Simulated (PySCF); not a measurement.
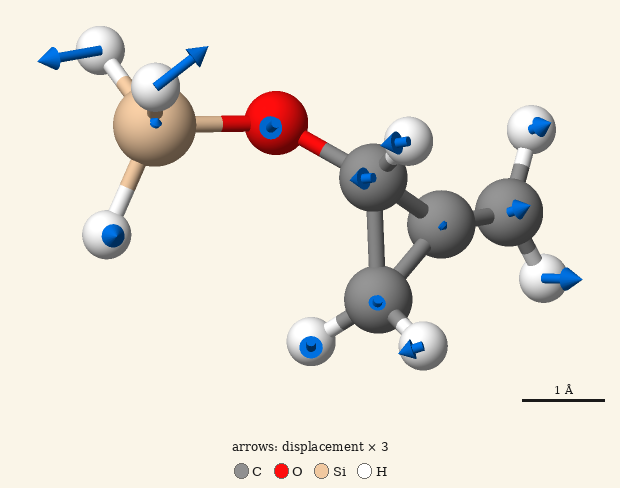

This is a relaxation of C$_{4}$H$_{8}$OSi. The starting structure is drawn; blue arrows show the displacements, 3 times their true length. The two geometries are superimposed by the best rigid fit.

Style: ball-and-stick. Shown at a tilt.

The start comes from GFN2-xTB. Its atoms were then displaced at random by about 0.01 Å.

Theory: PBE0-D3(BJ)/def2-SVP geometry optimisation, gas phase in PySCF 2.14.0, density-fitted response routines. 

Question: Atoms of which element are displaced furthest, and by how much?

Answer: Hydrogen: up to 0.30 Å, against 0.20 Å for oxygen.

Question: What did the optimiser do to the structure, and how much energy did it gain?

Answer: Over 11 geometry steps the energy falls by 5.67 kcal/mol. The atom that moves furthest after the best rigid fit is an H atom (0.30 Å). Largest moves by element: H 0.30 Å, O 0.20 Å, C 0.12 Å, Si 0.04 Å. Among the contacts that change: O–Si 1.616 → 1.672 Å, H–Si 1.450 → 1.487 Å, C–H 1.061 → 1.097 Å, H–Si 1.463 → 1.495 Å. Among the angles between lasting bonds that change: C–O–Si 131.6° → 121.9°, O–Si–H 99.5° → 106.1°, C–C–H 121.4° → 117.1°.
